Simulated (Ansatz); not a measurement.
**Calibrating B3LYP-D4/def2-TZVPP on molecular compounds of Si**

The vertical ionisation energy (cation less neutral) in eV of 8 molecular compounds of Si: x at B3LYP-D4/def2-TZVPP, y at CCSD(T)/def2-TZVPP. Shapes, held fixed at every level: PBE0-D4/def2-TZVP. Flexible molecules stand in one conformer, not always the lowest. Programs: Ansatz 0.2.0.

| molecule | x (eV) | y (eV) |
| --- | --- | --- |
| C3H11NSi (SMILES C[SiH2]N(C)C) | 8.28 | 8.38 |
| C2H8OSeSi (SMILES CO[SiH](C)[SeH]) | 9.23 | 9.20 |
| Si(OH)(SiH3)2Cl | 9.33 | 9.52 |
| C3H8Cl3NSi (SMILES CC(C)N[Si](Cl)(Cl)Cl) | 9.35 | 9.51 |
| SiH3(SH) (sulfanylsilane) | 9.90 | ? |
| SiH3Br (SMILES [SiH3]Br) | 10.88 | 10.98 |
| SiH(SiF3)Cl2 | 10.95 | 11.26 |
| Si(SiF3)F3 (hexafluorodisilane) | 12.74 | 12.97 |

Fit y = c + s·x to the known rows and predict y for SiH3(SH).


1. Means of the 7 rows: x = 10.1086, y = 10.260.
2. Σ(Δx)² = 13.525, Σ(Δx·Δy) = 14.042, so the slope is 14.042/13.525 = 1.0382.
3. Intercept: 10.260 − (1.0382) × 10.1086 = -0.235. The largest residual of the fit is 0.15.
4. SiH3(SH): -0.235 + 1.0382 × 9.90 = 10.04 eV.

CCSD(T)/def2-TZVPP gives 9.93 eV, so the prediction is off by +0.11 eV, within the largest residual. Uncorrected, B3LYP-D4/def2-TZVPP misses SiH3(SH) by -0.03 eV, and the other rows by 0.16 on average. The line makes this one worse. Left out in turn, the other rows are missed by 0.10 eV on average. Cations run unrestricted. Relativity is left out for Br, Se. Outer-core shells of Br, Se are correlated, in sets that cover them unevenly.

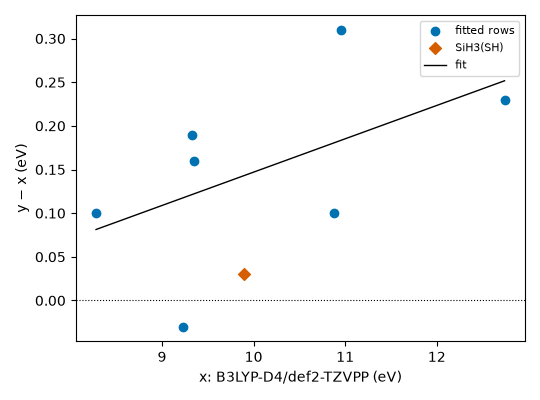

The correction y − x against x, with the fitted line and the withheld molecule.
